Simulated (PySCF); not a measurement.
Consider H4OSSi (SMILES O[SiH2]S).

```csv
atom,x (Å),y (Å),z (Å)
O,-0.8554,1.2393,0.1755
Si,-0.4068,-0.3446,-0.0506
S,1.6930,-0.5966,-0.4058
H,-0.6086,1.8542,-0.5227
H,-1.0246,-0.9496,-1.2662
H,-0.8323,-1.0379,1.1913
H,2.0687,-0.1942,0.8285
```

Geometry: PBE0-D3(BJ)/def2-SVP.

Theory: B3LYP/def2-SVPD, SCF density, gas phase (PySCF 2.14.0).

What can the converged electron density and electron localisation function tell about the bonding?

Si–O (1.66 Å): ρ is about 1.1 e/Å³ halfway; the ELF peaks at about 0.90 between the atoms, as expected for a polar covalent bond.
Si–S (2.14 Å): ρ is about 0.82 e/Å³ halfway; the ELF peaks at about 0.95 between the atoms (localised, covalent bonding).

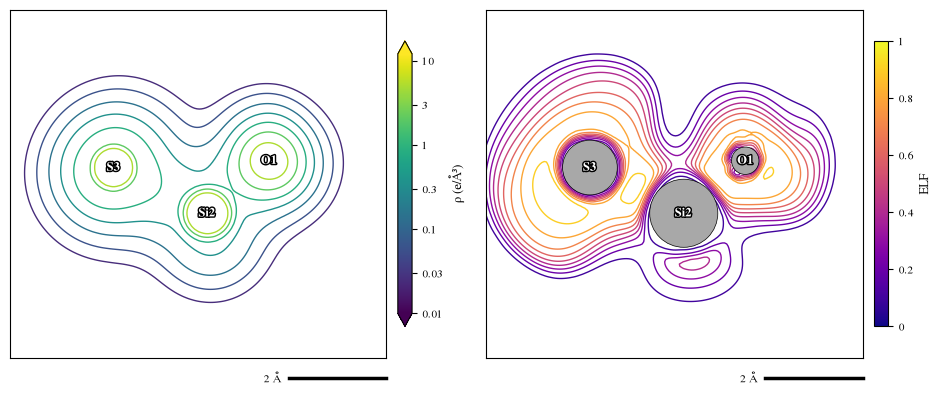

Computed electron density and electron localisation function on the plane of atoms O1, Si2 and S3, in this order. Grey discs cover the atomic cores in the ELF map. 
